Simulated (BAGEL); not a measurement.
**CH5FGe (SMILES [CH3][GeH2][F]): HF/STO-3G (density fitting with qzvpp-jkfit)**

Aim: the energy change on altering one bond length of CH5FGe at HF/STO-3G (density fitting with qzvpp-jkfit), from 2 runs. 

The calculation is run with BAGEL 1.2.2.

1 further run of the same task is left out (it didn't finish).

## (1) Starting point

CH5FGe has 8 atoms, charge 0, and is taken as a singlet. SMILES: `[CH3][GeH2][F]`. The shape is that of a PBE0-D4/def2-TZVP optimisation.

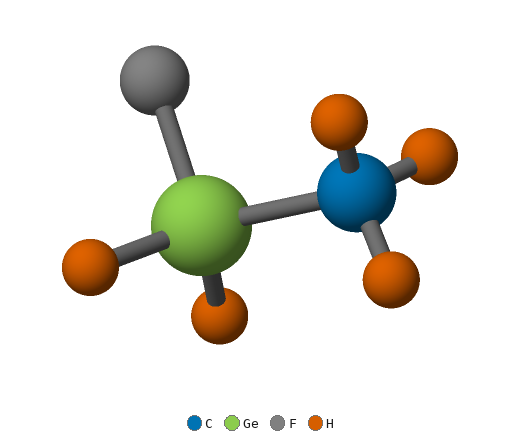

Viewed from a chosen angle; carbon blue, germanium green, fluorine grey, hydrogen orange.

## (2) The energy at HF/STO-3G (density fitting with qzvpp-jkfit)

File input.json:

```json
{ "bagel" : [

{
  "title" : "molecule",
  "basis" : "sto-3g",
  "df_basis" : "qzvpp-jkfit",
  "angstrom" : true,
  "geometry" : [
    { "atom" : "C", "xyz" : [   -0.598200,    0.789100,   -0.332100 ] },
    { "atom" : "Ge", "xyz" : [    0.468300,   -0.734500,    0.207400 ] },
    { "atom" : "F", "xyz" : [    1.437000,   -0.203900,    1.562200 ] },
    { "atom" : "H", "xyz" : [   -1.229500,    0.526100,   -1.183100 ] },
    { "atom" : "H", "xyz" : [    0.052600,    1.615500,   -0.619000 ] },
    { "atom" : "H", "xyz" : [   -1.235200,    1.108200,    0.493200 ] },
    { "atom" : "H", "xyz" : [    1.473200,   -1.188800,   -0.864100 ] },
    { "atom" : "H", "xyz" : [   -0.368100,   -1.911600,    0.735600 ] }
  ]
},
{ "title" : "hf" },
{ "title" : "print", "file" : "orbitals.molden", "orbitals" : true }

]}
```

The run is started by

```
$ BAGEL_NUM_THREADS=1 BAGEL input.json > input.out
```

Standard output:

```text
* using 1 threads per process

  ===============================================================
  ===============================================================

  *** Geometry ***

  { "atom" : "C", "xyz" : [     -1.130434,      1.491183,     -0.627578 ] },
  { "atom" : "Ge", "xyz" : [      0.884959,     -1.388004,      0.391929 ] },
  { "atom" : "F", "xyz" : [      2.715536,     -0.385315,      2.952130 ] },
  { "atom" : "H", "xyz" : [     -2.323418,      0.994185,     -2.235735 ] },
  { "atom" : "H", "xyz" : [      0.099400,      3.052853,     -1.169740 ] },
  { "atom" : "H", "xyz" : [     -2.334190,      2.094194,      0.932013 ] },
  { "atom" : "H", "xyz" : [      2.783945,     -2.246506,     -1.632912 ] },
  { "atom" : "H", "xyz" : [     -0.695608,     -3.612400,      1.390083 ] },

  Number of auxiliary basis functions:      508

  Since a DF basis is specified, we compute 2- and 3-index integrals:
    o Being stored without compression. Storage requirement is 0.004 GB

  Number of basis functions:       33
  Number of electrons      :       52

    * METHOD: MOLECULE                             0.17

  *** RHF ***

  === Nuclear Repulsion ===
   212.2925571921

      * DIIS with orbital gradients will be used.

  === RHF iteration (sto-3g) ===
      0      -2190.07126707          0.01046487           0.02
      1      -2190.12881585          0.00219611           0.02
      2      -2190.13185450          0.00074492           0.02
      3      -2190.13230015          0.00013831           0.02
      4      -2190.13231440          0.00003333           0.02
      5      -2190.13231514          0.00000260           0.02
      6      -2190.13231514          0.00000057           0.02
      7      -2190.13231514          0.00000014           0.02
      8      -2190.13231514          0.00000002           0.02
      9      -2190.13231514          0.00000000           0.02
    * SCF iteration converged.

    * Permanent dipole moment:
           (    0.344954,     0.121407,     0.451864) a.u.

    * METHOD: HF                                   0.32

    * METHOD: PRINT                                0.00

  ===============================================================
```

Wall time 0.64 s (1 thread of Arm Neoverse V2, shared host); peak memory 0.082 GiB.

## (3) The distorted shape

File calc.json:

```json
{ "bagel" : [

{
  "title" : "molecule",
  "basis" : "sto-3g",
  "df_basis" : "qzvpp-jkfit",
  "angstrom" : true,
  "geometry" : [
    { "atom" : "C", "xyz" : [      -1.451394,       2.007972,      -0.763697 ] },
    { "atom" : "Ge", "xyz" : [       0.468300,      -0.734500,       0.207400 ] },
    { "atom" : "F", "xyz" : [       1.437000,      -0.203900,       1.562200 ] },
    { "atom" : "H", "xyz" : [      -2.082694,       1.744972,      -1.614697 ] },
    { "atom" : "H", "xyz" : [      -0.800594,       2.834372,      -1.050597 ] },
    { "atom" : "H", "xyz" : [      -2.088394,       2.327072,       0.061603 ] },
    { "atom" : "H", "xyz" : [       1.473200,      -1.188800,      -0.864100 ] },
    { "atom" : "H", "xyz" : [      -0.368100,      -1.911600,       0.735600 ] }
  ]
},

{ "title" : "hf" },

{ "title" : "print", "file" : "orbitals.molden", "orbitals" : true }

]}
```

The run is started by

```
$ BAGEL_NUM_THREADS=1 BAGEL calc.json > calc.out
```

Standard output:

```text
* using 1 threads per process

  ===============================================================
  ===============================================================

  *** Geometry ***

  { "atom" : "C", "xyz" : [     -2.742737,      3.794517,     -1.443178 ] },
  { "atom" : "Ge", "xyz" : [      0.884959,     -1.388004,      0.391929 ] },
  { "atom" : "F", "xyz" : [      2.715536,     -0.385315,      2.952130 ] },
  { "atom" : "H", "xyz" : [     -3.935721,      3.297519,     -3.051335 ] },
  { "atom" : "H", "xyz" : [     -1.512903,      5.356187,     -1.985341 ] },
  { "atom" : "H", "xyz" : [     -3.946493,      4.397529,      0.116413 ] },
  { "atom" : "H", "xyz" : [      2.783945,     -2.246506,     -1.632912 ] },
  { "atom" : "H", "xyz" : [     -0.695608,     -3.612400,      1.390083 ] },

  Number of auxiliary basis functions:      508

  Since a DF basis is specified, we compute 2- and 3-index integrals:
    o Being stored without compression. Storage requirement is 0.004 GB

  Number of basis functions:       33
  Number of electrons      :       52

    * METHOD: MOLECULE                             0.16

  *** RHF ***

  === Nuclear Repulsion ===
   176.3081352962

      * DIIS with orbital gradients will be used.

  === RHF iteration (sto-3g) ===
      0      -2189.75093805          0.01412124           0.03
      1      -2189.80775010          0.01072006           0.02
      2      -2189.84981774          0.00255931           0.02
      3      -2189.85296140          0.00071958           0.02
      4      -2189.85330127          0.00012880           0.02
      5      -2189.85331621          0.00002675           0.02
      6      -2189.85331691          0.00000455           0.02
      7      -2189.85331693          0.00000092           0.02
      8      -2189.85331693          0.00000034           0.02
      9      -2189.85331693          0.00000008           0.02
     10      -2189.85331693          0.00000002           0.02
     11      -2189.85331693          0.00000001           0.02
     12      -2189.85331693          0.00000000           0.02
    * SCF iteration converged.

    * Permanent dipole moment:
           (    0.180475,     0.269862,     0.329613) a.u.

    * METHOD: HF                                   0.40

    * METHOD: PRINT                                0.00

  ===============================================================
```

Wall time 0.72 s (1 thread of Arm Neoverse V2, shared host); peak memory 0.082 GiB.

## (4) Outcome

Level: HF/STO-3G (density fitting with qzvpp-jkfit).

| quantity | value |
| --- | --- |
| first shape: total energy | -2190.13232 Eh |
| first shape: dipole moment | 1.48 D |
| first shape: HOMO energy | -9.81 eV |
| first shape: LUMO energy | 11.94 eV |
| first shape: HOMO–LUMO gap | 21.75 eV |
| distorted shape: total energy | -2189.85332 Eh |
| distorted shape: dipole moment | 1.18 D |
| distorted shape: HOMO energy | -4.72 eV |
| distorted shape: LUMO energy | 2.23 eV |
| distorted shape: HOMO–LUMO gap | 6.96 eV |
| energy change with the C1–Ge2 bond stretched from 1.936 to 3.486 Å | 7.592 eV |

What this shows: One bond (distorted shape) is far stretched, which a spin-restricted single reference describes badly; a broken-symmetry solution may lie lower. With the C1–Ge2 bond stretched from 1.936 to 3.486 Å the energy rises by 7.59 eV (733 kJ/mol). The first shape isn't relaxed at this level, so the change isn't measured from a minimum. A restricted reference can't describe the breaking bond well at this length. The minimal basis adds a large error of its own.
